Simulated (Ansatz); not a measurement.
## Run report: WCl$_{2}$F$_{5}$, molecular dynamics (part 1 of 2)

WCl$_{2}$F$_{5}$, multiplicity 2, computed with UKS PBE/def2-SVP (Ansatz 0.2.0).

It belongs to a series of runs on one base structure; here: dynamics from the highest image of the converged band. Figures and captions count atoms from 1; the log counts them from 0 in places.

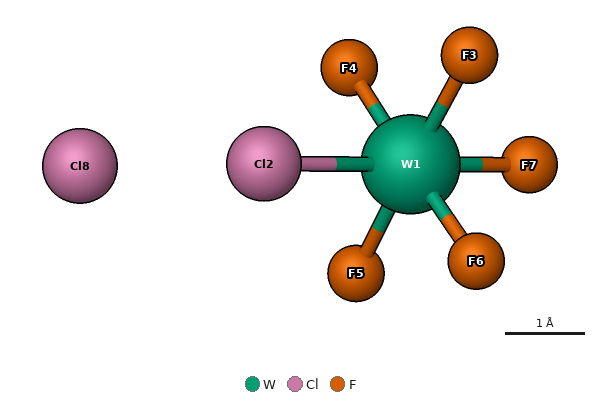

*The input geometry (ball-and-stick view, seen at a tilt; atoms are numbered from 1 in the order of the input). Sticks mark near contacts.*

Input file
```yaml
crystal:
  periodic: [false, false, false]
  atoms:
    - { symbol: W, position_ang: [0.001481, 0.001484, 0.032934] }
    - { symbol: Cl, position_ang: [0.007633, 0.007646, 2.33963] }
    - { symbol: F, position_ang: [1.864059, 0.000845, -0.005869] }
    - { symbol: F, position_ang: [0.000843, 1.864062, -0.005875] }
    - { symbol: F, position_ang: [-1.861291, 0.000847, 0.002827] }
    - { symbol: F, position_ang: [0.000847, -1.861289, 0.002832] }
    - { symbol: F, position_ang: [-0.002658, -0.002661, -1.8335] }
    - { symbol: Cl, position_ang: [-0.010914, -0.010935, 5.237016] }
magnetization:
  spin_polarized: true
  initial_magnetization: 1
basis:
  gaussian: { orbitals: def2-SVP }
hamiltonian:
  xc: pbe
md:
  timestep: 0.5
  n_steps: 86
  ensemble: nve
  temperature: 300.0
  initial_velocities: maxwell_boltzmann
  seed: 8972
```

Machine: 4 threads of Arm Neoverse V2, 24 GiB of memory available, shared host.

Launched with:
```bash
ansatz run input.yaml --threads 4 --pin off --max-ram 5120MiB --backend cpu --events-out ev --progress --plain --runs-dir out
```

What the program printed
```
Engine: ansatz 0.2.0, aarch64-unknown-linux-gnu
Functional definition: PBE
  parameter kappa = 0.804
  parameter beta = 0.06672455060314922
  exchange = pbe_x(kappa = kappa, mu = beta*pi^2/3)
  correlation = pbe_c(beta = beta)
1437 factors; their error is unknown
mean field evaluation 1: about -40409.1937 eV, gradient 5.8e1 eV
mean field evaluation 2: about -40121.9999 eV, gradient 2.2e2 eV
mean field evaluation 4: about -40417.1776 eV, gradient 3.1e1 eV
mean field evaluation 8: about -40421.5257 eV, gradient 5.0e-1 eV
mean field evaluation 16: about -40421.4411 eV, gradient 2.0e-2 eV
mean field evaluation 32: about -40421.4411 eV, gradient 2.6e-6 eV
mean field evaluation 64: about -40421.3815 eV, gradient 3.0e-1 eV
mean field evaluation 96: about -40421.4241 eV, gradient 5.0e-1 eV
mean field -40421.44105602 eV, -1485.4605601720 hartree, gradient 2.6e-6 eV, S^2 0.751613; 6 other end points of the search recorded, 0 dependent functions left out
the calculation of the forces begins
reference -40421.44112821 eV, -1485.4605628250 hartree; 47, 46 occupied and 91, 92 virtual orbitals, 1437 factors
md step     0: t =     0.00 fs  T =   300.0 K  F+E_penalty+E_count = -40421.44105602 eV  E_kin = 0.232668 eV  conserved = -40421.20838802 eV  (236 SCF iters)
these checks for a lower state are left out or cut short: starts, cluster_reference, orbital_swaps, neighbouring_geometries, increment
1437 factors; their error is unknown
mean field -40421.44092784 eV, -1485.4605554612 hartree, gradient 8.6e-6 eV, S^2 0.751616; 0 other end points of the search recorded, 0 dependent functions left out
the calculation of the forces begins
reference -40421.44100003 eV, -1485.4605581143 hartree; 47, 46 occupied and 91, 92 virtual orbitals, 1437 factors
md step     1: t =     0.50 fs  T =   299.8 K  F+E_penalty+E_count = -40421.44092784 eV  E_kin = 0.232540 eV  conserved = -40421.20838812 eV  (50 SCF iters)
[... from here on the SCF iterations and repeated set-up lines of each step are left out, up to the last step ...]
md step     2: t =     1.00 fs  T =   299.3 K  F+E_penalty+E_count = -40421.44051284 eV  E_kin = 0.232125 eV  conserved = -40421.20838802 eV  (49 SCF iters)
md step     3: t =     1.50 fs  T =   298.4 K  F+E_penalty+E_count = -40421.43981336 eV  E_kin = 0.231426 eV  conserved = -40421.20838773 eV  (48 SCF iters)
md step     4: t =     2.00 fs  T =   297.1 K  F+E_penalty+E_count = -40421.43883472 eV  E_kin = 0.230447 eV  conserved = -40421.20838725 eV  (48 SCF iters)
md step     5: t =     2.50 fs  T =   295.5 K  F+E_penalty+E_count = -40421.43758519 eV  E_kin = 0.229199 eV  conserved = -40421.20838660 eV  (49 SCF iters)
md step     6: t =     3.00 fs  T =   293.6 K  F+E_penalty+E_count = -40421.43607583 eV  E_kin = 0.227690 eV  conserved = -40421.20838579 eV  (49 SCF iters)
md step     7: t =     3.50 fs  T =   291.3 K  F+E_penalty+E_count = -40421.43432034 eV  E_kin = 0.225936 eV  conserved = -40421.20838483 eV  (48 SCF iters)
md step     8: t =     4.00 fs  T =   288.8 K  F+E_penalty+E_count = -40421.43233480 eV  E_kin = 0.223951 eV  conserved = -40421.20838372 eV  (48 SCF iters)
md step     9: t =     4.50 fs  T =   285.9 K  F+E_penalty+E_count = -40421.43013747 eV  E_kin = 0.221755 eV  conserved = -40421.20838251 eV  (48 SCF iters)
md step    10: t =     5.00 fs  T =   282.9 K  F+E_penalty+E_count = -40421.42774846 eV  E_kin = 0.219367 eV  conserved = -40421.20838119 eV  (48 SCF iters)
md step    11: t =     5.50 fs  T =   279.6 K  F+E_penalty+E_count = -40421.42518943 eV  E_kin = 0.216810 eV  conserved = -40421.20837980 eV  (48 SCF iters)
md step    12: t =     6.00 fs  T =   276.1 K  F+E_penalty+E_count = -40421.42248322 eV  E_kin = 0.214105 eV  conserved = -40421.20837833 eV  (48 SCF iters)
md step    13: t =     6.50 fs  T =   272.4 K  F+E_penalty+E_count = -40421.41965363 eV  E_kin = 0.211277 eV  conserved = -40421.20837685 eV  (48 SCF iters)
md step    14: t =     7.00 fs  T =   268.6 K  F+E_penalty+E_count = -40421.41672495 eV  E_kin = 0.208350 eV  conserved = -40421.20837545 eV  (47 SCF iters)
md step    15: t =     7.50 fs  T =   264.8 K  F+E_penalty+E_count = -40421.41372138 eV  E_kin = 0.205347 eV  conserved = -40421.20837397 eV  (47 SCF iters)
md step    16: t =     8.00 fs  T =   260.8 K  F+E_penalty+E_count = -40421.41066721 eV  E_kin = 0.202295 eV  conserved = -40421.20837262 eV  (46 SCF iters)
md step    17: t =     8.50 fs  T =   256.9 K  F+E_penalty+E_count = -40421.40758580 eV  E_kin = 0.199215 eV  conserved = -40421.20837124 eV  (46 SCF iters)
md step    18: t =     9.00 fs  T =   252.9 K  F+E_penalty+E_count = -40421.40449982 eV  E_kin = 0.196130 eV  conserved = -40421.20836993 eV  (47 SCF iters)
md step    19: t =     9.50 fs  T =   248.9 K  F+E_penalty+E_count = -40421.40143056 eV  E_kin = 0.193062 eV  conserved = -40421.20836873 eV  (47 SCF iters)
md step    20: t =    10.00 fs  T =   245.0 K  F+E_penalty+E_count = -40421.39839776 eV  E_kin = 0.190030 eV  conserved = -40421.20836764 eV  (46 SCF iters)
md step    21: t =    10.50 fs  T =   241.2 K  F+E_penalty+E_count = -40421.39541928 eV  E_kin = 0.187053 eV  conserved = -40421.20836668 eV  (46 SCF iters)
md step    22: t =    11.00 fs  T =   237.4 K  F+E_penalty+E_count = -40421.39251090 eV  E_kin = 0.184145 eV  conserved = -40421.20836587 eV  (48 SCF iters)
md step    23: t =    11.50 fs  T =   233.8 K  F+E_penalty+E_count = -40421.38968611 eV  E_kin = 0.181321 eV  conserved = -40421.20836520 eV  (47 SCF iters)
md step    24: t =    12.00 fs  T =   230.3 K  F+E_penalty+E_count = -40421.38695592 eV  E_kin = 0.178591 eV  conserved = -40421.20836470 eV  (47 SCF iters)
md step    25: t =    12.50 fs  T =   226.9 K  F+E_penalty+E_count = -40421.38432864 eV  E_kin = 0.175964 eV  conserved = -40421.20836424 eV  (47 SCF iters)
md step    26: t =    13.00 fs  T =   223.6 K  F+E_penalty+E_count = -40421.38181032 eV  E_kin = 0.173446 eV  conserved = -40421.20836407 eV  (46 SCF iters)
md step    27: t =    13.50 fs  T =   220.5 K  F+E_penalty+E_count = -40421.37940395 eV  E_kin = 0.171040 eV  conserved = -40421.20836409 eV  (46 SCF iters)
md step    28: t =    14.00 fs  T =   217.6 K  F+E_penalty+E_count = -40421.37710994 eV  E_kin = 0.168746 eV  conserved = -40421.20836424 eV  (46 SCF iters)
md step    29: t =    14.50 fs  T =   214.8 K  F+E_penalty+E_count = -40421.37492617 eV  E_kin = 0.166562 eV  conserved = -40421.20836455 eV  (46 SCF iters)
md step    30: t =    15.00 fs  T =   212.1 K  F+E_penalty+E_count = -40421.37284816 eV  E_kin = 0.164483 eV  conserved = -40421.20836515 eV  (47 SCF iters)
md step    31: t =    15.50 fs  T =   209.5 K  F+E_penalty+E_count = -40421.37086866 eV  E_kin = 0.162503 eV  conserved = -40421.20836574 eV  (47 SCF iters)
md step    32: t =    16.00 fs  T =   207.1 K  F+E_penalty+E_count = -40421.36897870 eV  E_kin = 0.160612 eV  conserved = -40421.20836643 eV  (47 SCF iters)
md step    33: t =    16.50 fs  T =   204.8 K  F+E_penalty+E_count = -40421.36716732 eV  E_kin = 0.158800 eV  conserved = -40421.20836724 eV  (47 SCF iters)
md step    34: t =    17.00 fs  T =   202.5 K  F+E_penalty+E_count = -40421.36542182 eV  E_kin = 0.157054 eV  conserved = -40421.20836812 eV  (47 SCF iters)
md step    35: t =    17.50 fs  T =   200.3 K  F+E_penalty+E_count = -40421.36372823 eV  E_kin = 0.155359 eV  conserved = -40421.20836908 eV  (47 SCF iters)
md step    36: t =    18.00 fs  T =   198.2 K  F+E_penalty+E_count = -40421.36207146 eV  E_kin = 0.153701 eV  conserved = -40421.20837009 eV  (47 SCF iters)
md step    37: t =    18.50 fs  T =   196.1 K  F+E_penalty+E_count = -40421.36043563 eV  E_kin = 0.152065 eV  conserved = -40421.20837103 eV  (47 SCF iters)
md step    38: t =    19.00 fs  T =   194.0 K  F+E_penalty+E_count = -40421.35880465 eV  E_kin = 0.150433 eV  conserved = -40421.20837196 eV  (47 SCF iters)
md step    39: t =    19.50 fs  T =   191.8 K  F+E_penalty+E_count = -40421.35716238 eV  E_kin = 0.148789 eV  conserved = -40421.20837295 eV  (47 SCF iters)
md step    40: t =    20.00 fs  T =   189.7 K  F+E_penalty+E_count = -40421.35549286 eV  E_kin = 0.147119 eV  conserved = -40421.20837392 eV  (47 SCF iters)
md step    41: t =    20.50 fs  T =   187.5 K  F+E_penalty+E_count = -40421.35378080 eV  E_kin = 0.145406 eV  conserved = -40421.20837483 eV  (47 SCF iters)
md step    42: t =    21.00 fs  T =   185.2 K  F+E_penalty+E_count = -40421.35201190 eV  E_kin = 0.143636 eV  conserved = -40421.20837565 eV  (47 SCF iters)
md step    43: t =    21.50 fs  T =   182.8 K  F+E_penalty+E_count = -40421.35017316 eV  E_kin = 0.141797 eV  conserved = -40421.20837638 eV  (44 SCF iters)
md step    44: t =    22.00 fs  T =   180.4 K  F+E_penalty+E_count = -40421.34825327 eV  E_kin = 0.139876 eV  conserved = -40421.20837710 eV  (46 SCF iters)
md step    45: t =    22.50 fs  T =   177.8 K  F+E_penalty+E_count = -40421.34624244 eV  E_kin = 0.137865 eV  conserved = -40421.20837758 eV  (47 SCF iters)
md step    46: t =    23.00 fs  T =   175.0 K  F+E_penalty+E_count = -40421.34413330 eV  E_kin = 0.135755 eV  conserved = -40421.20837791 eV  (47 SCF iters)
md step    47: t =    23.50 fs  T =   172.2 K  F+E_penalty+E_count = -40421.34192058 eV  E_kin = 0.133543 eV  conserved = -40421.20837804 eV  (46 SCF iters)
md step    48: t =    24.00 fs  T =   169.2 K  F+E_penalty+E_count = -40421.33960168 eV  E_kin = 0.131224 eV  conserved = -40421.20837806 eV  (47 SCF iters)
md step    49: t =    24.50 fs  T =   166.1 K  F+E_penalty+E_count = -40421.33717638 eV  E_kin = 0.128798 eV  conserved = -40421.20837791 eV  (47 SCF iters)
md step    50: t =    25.00 fs  T =   162.8 K  F+E_penalty+E_count = -40421.33464721 eV  E_kin = 0.126270 eV  conserved = -40421.20837759 eV  (47 SCF iters)
md step    51: t =    25.50 fs  T =   159.4 K  F+E_penalty+E_count = -40421.33201940 eV  E_kin = 0.123642 eV  conserved = -40421.20837710 eV  (46 SCF iters)
md step    52: t =    26.00 fs  T =   155.9 K  F+E_penalty+E_count = -40421.32930089 eV  E_kin = 0.120924 eV  conserved = -40421.20837645 eV  (46 SCF iters)
md step    53: t =    26.50 fs  T =   152.3 K  F+E_penalty+E_count = -40421.32650226 eV  E_kin = 0.118127 eV  conserved = -40421.20837564 eV  (45 SCF iters)
md step    54: t =    27.00 fs  T =   148.6 K  F+E_penalty+E_count = -40421.32363664 eV  E_kin = 0.115262 eV  conserved = -40421.20837467 eV  (46 SCF iters)
md step    55: t =    27.50 fs  T =   144.9 K  F+E_penalty+E_count = -40421.32071981 eV  E_kin = 0.112346 eV  conserved = -40421.20837381 eV  (46 SCF iters)
md step    56: t =    28.00 fs  T =   141.1 K  F+E_penalty+E_count = -40421.31776904 eV  E_kin = 0.109396 eV  conserved = -40421.20837258 eV  (46 SCF iters)
md step    57: t =    28.50 fs  T =   137.2 K  F+E_penalty+E_count = -40421.31480427 eV  E_kin = 0.106433 eV  conserved = -40421.20837125 eV  (45 SCF iters)
md step    58: t =    29.00 fs  T =   133.4 K  F+E_penalty+E_count = -40421.31184692 eV  E_kin = 0.103477 eV  conserved = -40421.20836983 eV  (45 SCF iters)
md step    59: t =    29.50 fs  T =   129.7 K  F+E_penalty+E_count = -40421.30891983 eV  E_kin = 0.100551 eV  conserved = -40421.20836836 eV  (45 SCF iters)
md step    60: t =    30.00 fs  T =   125.9 K  F+E_penalty+E_count = -40421.30604681 eV  E_kin = 0.097680 eV  conserved = -40421.20836683 eV  (46 SCF iters)
md step    61: t =    30.50 fs  T =   122.3 K  F+E_penalty+E_count = -40421.30325252 eV  E_kin = 0.094887 eV  conserved = -40421.20836535 eV  (47 SCF iters)
md step    62: t =    31.00 fs  T =   118.9 K  F+E_penalty+E_count = -40421.30056164 eV  E_kin = 0.092198 eV  conserved = -40421.20836380 eV  (47 SCF iters)
md step    63: t =    31.50 fs  T =   115.6 K  F+E_penalty+E_count = -40421.29799906 eV  E_kin = 0.089637 eV  conserved = -40421.20836238 eV  (45 SCF iters)
md step    64: t =    32.00 fs  T =   112.5 K  F+E_penalty+E_count = -40421.29558884 eV  E_kin = 0.087228 eV  conserved = -40421.20836092 eV  (45 SCF iters)
md step    65: t =    32.50 fs  T =   109.6 K  F+E_penalty+E_count = -40421.29335435 eV  E_kin = 0.084995 eV  conserved = -40421.20835955 eV  (45 SCF iters)
md step    66: t =    33.00 fs  T =   107.0 K  F+E_penalty+E_count = -40421.29131756 eV  E_kin = 0.082959 eV  conserved = -40421.20835828 eV  (45 SCF iters)
md step    67: t =    33.50 fs  T =   104.6 K  F+E_penalty+E_count = -40421.28949884 eV  E_kin = 0.081142 eV  conserved = -40421.20835728 eV  (45 SCF iters)
md step    68: t =    34.00 fs  T =   102.6 K  F+E_penalty+E_count = -40421.28791610 eV  E_kin = 0.079560 eV  conserved = -40421.20835629 eV  (45 SCF iters)
md step    69: t =    34.50 fs  T =   100.9 K  F+E_penalty+E_count = -40421.28658523 eV  E_kin = 0.078230 eV  conserved = -40421.20835548 eV  (45 SCF iters)
md step    70: t =    35.00 fs  T =    99.5 K  F+E_penalty+E_count = -40421.28551927 eV  E_kin = 0.077164 eV  conserved = -40421.20835485 eV  (45 SCF iters)
md step    71: t =    35.50 fs  T =    98.5 K  F+E_penalty+E_count = -40421.28472827 eV  E_kin = 0.076374 eV  conserved = -40421.20835441 eV  (45 SCF iters)
md step    72: t =    36.00 fs  T =    97.8 K  F+E_penalty+E_count = -40421.28421913 eV  E_kin = 0.075865 eV  conserved = -40421.20835419 eV  (45 SCF iters)
md step    73: t =    36.50 fs  T =    97.5 K  F+E_penalty+E_count = -40421.28399540 eV  E_kin = 0.075641 eV  conserved = -40421.20835418 eV  (45 SCF iters)
md step    74: t =    37.00 fs  T =    97.6 K  F+E_penalty+E_count = -40421.28405720 eV  E_kin = 0.075703 eV  conserved = -40421.20835439 eV  (45 SCF iters)
md step    75: t =    37.50 fs  T =    98.1 K  F+E_penalty+E_count = -40421.28440118 eV  E_kin = 0.076046 eV  conserved = -40421.20835482 eV  (45 SCF iters)
md step    76: t =    38.00 fs  T =    98.9 K  F+E_penalty+E_count = -40421.28502050 eV  E_kin = 0.076665 eV  conserved = -40421.20835545 eV  (46 SCF iters)
md step    77: t =    38.50 fs  T =   100.0 K  F+E_penalty+E_count = -40421.28590497 eV  E_kin = 0.077549 eV  conserved = -40421.20835629 eV  (46 SCF iters)
md step    78: t =    39.00 fs  T =   101.5 K  F+E_penalty+E_count = -40421.28704115 eV  E_kin = 0.078684 eV  conserved = -40421.20835732 eV  (46 SCF iters)
md step    79: t =    39.50 fs  T =   103.2 K  F+E_penalty+E_count = -40421.28841251 eV  E_kin = 0.080054 eV  conserved = -40421.20835853 eV  (54 SCF iters)
md step    80: t =    40.00 fs  T =   105.3 K  F+E_penalty+E_count = -40421.28999974 eV  E_kin = 0.081640 eV  conserved = -40421.20835989 eV  (54 SCF iters)
md step    81: t =    40.50 fs  T =   107.6 K  F+E_penalty+E_count = -40421.29178100 eV  E_kin = 0.083420 eV  conserved = -40421.20836139 eV  (54 SCF iters)
```
